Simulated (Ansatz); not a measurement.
A computed series for AlN: response to strain

Consider AlN in the zinc blende structure (space group F-43m, No. 216; a = 4.3698 Å).

Strains are applied to the cell and any free atomic positions relax.

All numbers come from Kohn–Sham DFT with the r2SCAN functional, run in Ansatz (a program for electronic structure) with PAW and 500 eV plane waves, no spin-orbit coupling.

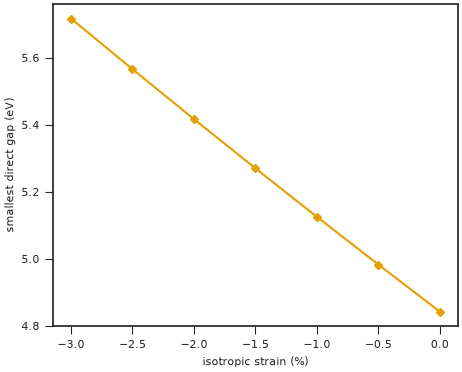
Fig. 1. Smallest direct gap against isotropic strain

| isotropic strain (%) | smallest direct gap |
|---|---|
| -3 | 5.72 eV |
| -2.5 | 5.57 eV |
| -2 | 5.42 eV |
| -1.5 | 5.27 eV |
| -1 | 5.13 eV |
| -0.5 | 4.98 eV |

Stability against distortions was not tested. This is not the structure that AlN has at room temperature and ambient pressure.
